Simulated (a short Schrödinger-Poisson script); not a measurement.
Stack: symmetric double-gate stack, SiO2 on p-type Si(100), at 400 K.

```tsv
layer	material	thickness (nm)	Na (cm⁻³)
1	SiO2	3.8	-
2	Si	6	3e15
3	SiO2	3.8	-
```

The device is made up for the run: typed textbook-type constants, with dimensions and the other settings drawn at random. SiO2: permittivity 3.9, conduction-band edge (eV) 3.15, gap (eV) 9, electron mass (mₑ) 0.5. Si: permittivity 11.7, conduction-band edge (eV) 0, gap (eV) 1.124, Nv at 300 K (cm⁻³) 3.1e19.

Channel valleys (confinement mass, in-plane density-of-states mass, number): Δ2 0.916, 0.19, 2; Δ4 0.19, 0.417, 4. At the gates, both at one voltage, the conduction-band edge of layer 1 lies 3.3 eV − eVg above the Fermi level of the channel. Gaps are held at their typed values at every temperature. Mesh 0.03 nm at interfaces.

From a short Schrödinger-Poisson script (our own, NumPy): 1D Poisson equation in equilibrium, electrons quantum, Hartree (BenDaniel-Duke, 12 states a valley, the channel's in-plane mass for all, wave functions ending at the dielectric), parabolic valleys, classical holes, full ionisation, no traps, pinning or gate leakage.

Only gate voltages with over 1e8 electrons/cm² are shown.

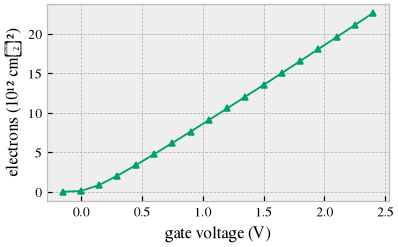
Figure: Sheet density against gate voltage

```csv
Vg (V),electrons (cm⁻²),C (μF/cm²),Δ2 E0 (meV),Δ2 E1 (meV),Δ4 E0 (meV),Δ4 E1 (meV)
-0.15,1.74e9,0.00818,311.8,346.0,355.3,520.2
0,1.01e11,0.365,171.8,205.7,215.4,380.0
0.15,8.55e11,1.13,98.0,130.0,141.7,304.3
0.3,2.04e12,1.36,67.7,96.7,111.6,271.2
0.45,3.37e12,1.45,50.1,76.1,94.4,250.9
0.6,4.75e12,1.50,37.7,60.9,82.7,236.2
0.75,6.17e12,1.53,28.1,48.6,73.9,224.6
0.9,7.61e12,1.55,20.0,38.1,67.0,214.9
1.05,9.07e12,1.57,13.0,29.0,61.3,206.7
1.2,1.05e13,1.58,6.7,20.8,56.6,199.5
1.35,1.20e13,1.59,0.9,13.4,52.4,193.1
1.5,1.35e13,1.60,-4.5,6.5,48.8,187.4
1.65,1.50e13,1.61,-9.6,0.1,45.6,182.2
1.8,1.65e13,1.62,-14.5,-6.0,42.7,177.4
1.95,1.81e13,1.62,-19.3,-11.7,40.1,173.0
2.1,1.96e13,1.63,-23.9,-17.1,37.7,168.8
2.25,2.11e13,1.63,-28.3,-22.3,35.5,165.0
2.4,2.26e13,1.64,-32.7,-27.3,33.4,161.4
```

Subbands count from the Fermi level. The capacitance is that of both gates.
